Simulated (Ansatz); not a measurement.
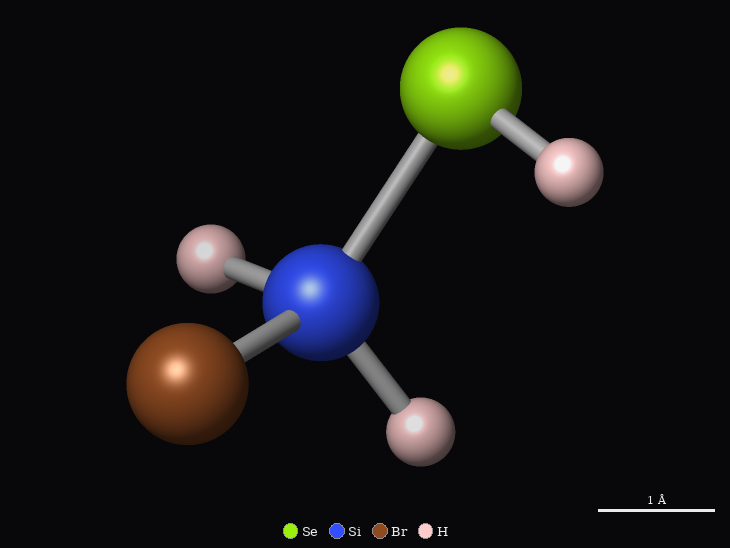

Rendered structure (ball-and-stick style). Every bond is drawn as one stick, whatever its order.

Description:

It has 6 atoms: 1 bromine, 3 hydrogen, 1 selenium and 1 silicon (BrH3SeSi). SMILES: `[SeH][SiH2]Br`. It has no ring. Among its groups: Si–H bond. This geometry has C1 symmetry. Coordination: 1 Se bent; 1 Si tetrahedral.

More results for the same structure follow; atom numbers are the same in all pictures, views and colours differ. The geometry was computed by an optimisation with PBE0-D4/def2-TZVP.

### Shape

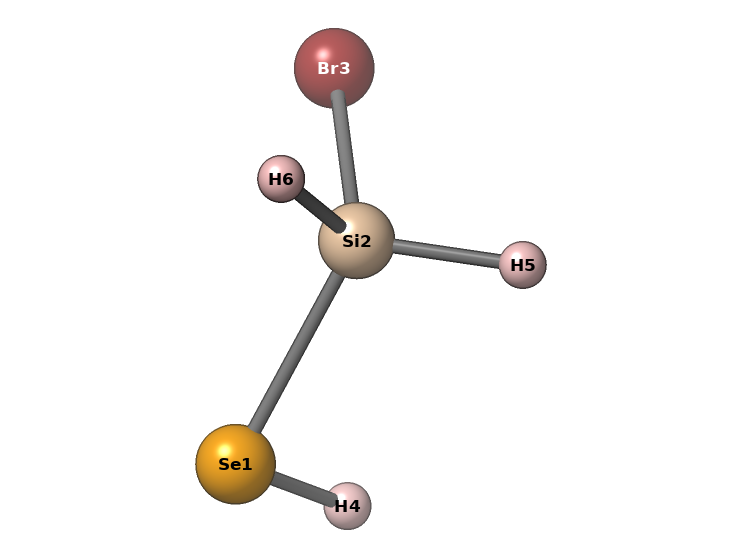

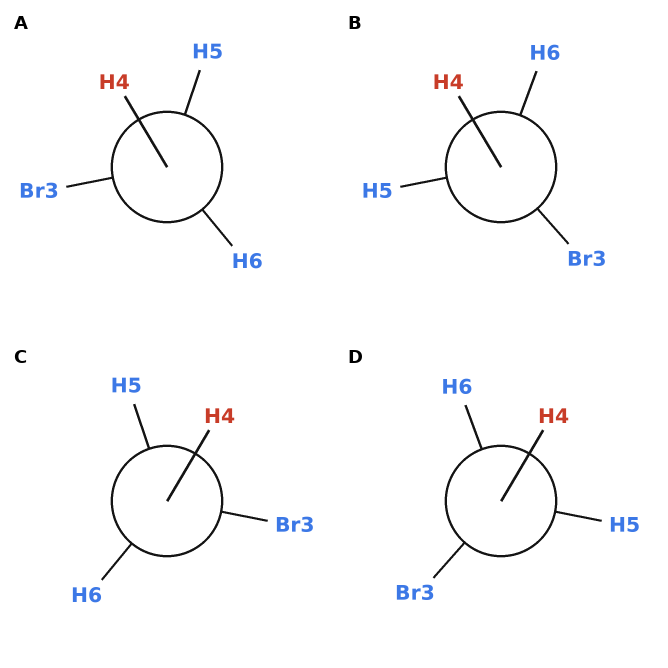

Depth is shown by fading: the farther an atom, the more it takes the colour of the background. Bonds that would overlap in a projection are set slightly apart.

Which Newman projection shows the view along Se1–Si2, with Se1 in front?

C. The torsion angle H4–Se1–Si2–Br3 is 70°, synclinal (gauche).

### Dipole moment

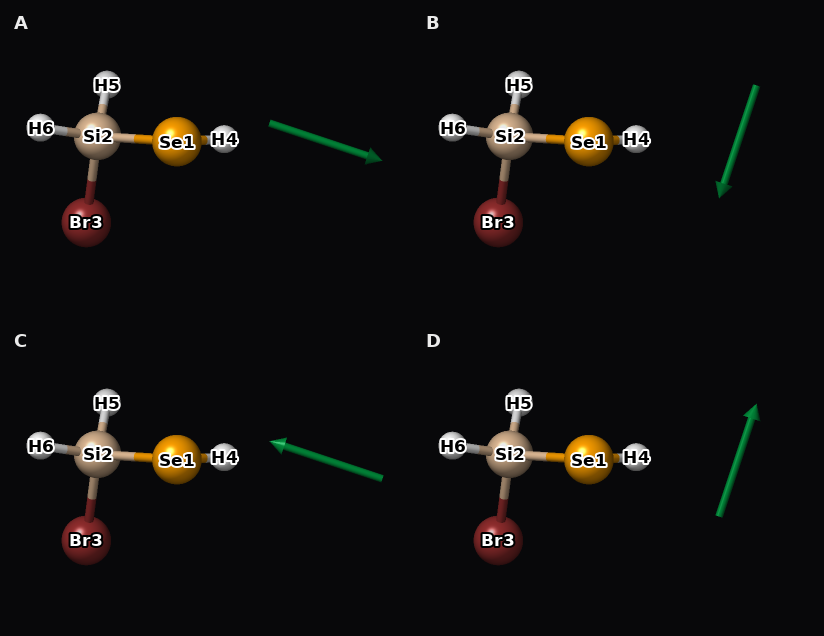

The same molecule four times, each with an arrow. Properties computed with RKS PBE0-D4/def2-TZVP (Ansatz 0.2.0).

Which arrow points along the dipole moment, from the negative to the positive end?

D. The dipole moment is 1.03 D; it points from the side of Br3 to the side of H5 (the outermost atoms at the two ends).

### Vibrations

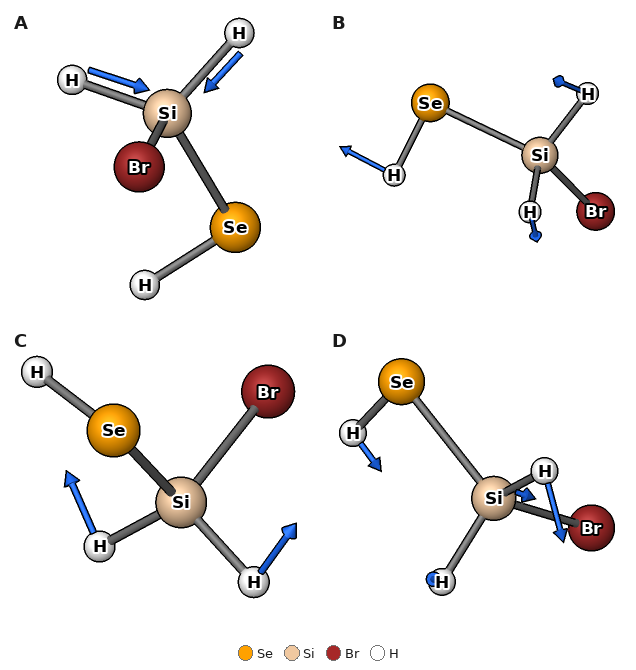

4 normal modes of one molecule or complex, as arrows. Harmonic vibrations computed with RKS PBE0-D4/def2-TZVP (Ansatz 0.2.0) at a stationary point of the same level.

Match the panels to the wavenumbers 456 cm⁻¹, 646 cm⁻¹, 921 cm⁻¹, 2252 cm⁻¹.

A: 2252 cm⁻¹, in-phase stretching of 2 Si–H bonds
B: 646 cm⁻¹, angle bending
C: 921 cm⁻¹, H–Si–H bending
D: 456 cm⁻¹

### Thermal motion

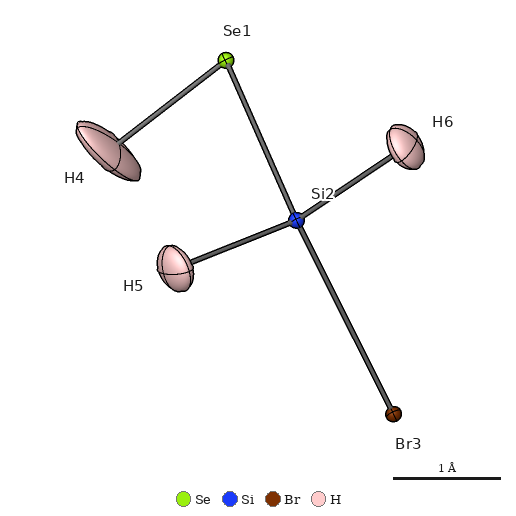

Displacement ellipsoids at the 50 % level, from the internal vibrations of the free molecule (harmonic, no overall translation or rotation; no half-axis is drawn under 0.075 Å). Vibrations computed with RKS PBE0-D4/def2-TZVP (Ansatz 0.2.0). Temperature: 0 K (zero-point motion alone).

List U_eq and the three principal root-mean-square amplitudes for each kind of atom.

| atom | U_eq (Å²) | rms amplitudes (Å) |
| --- | --- | --- |
| Se1 | 0.00031 | 0.003, 0.009, 0.029 |
| Si2 | 0.0011 | 0.017, 0.032, 0.044 |
| Br3 | 0.00031 | 0.003, 0.009, 0.029 |
| H4 | 0.0425 | 0.082, 0.166, 0.305 |
| H5 | 0.0182 | 0.088, 0.148, 0.158 |
| H6 | 0.0183 | 0.088, 0.150, 0.157 |
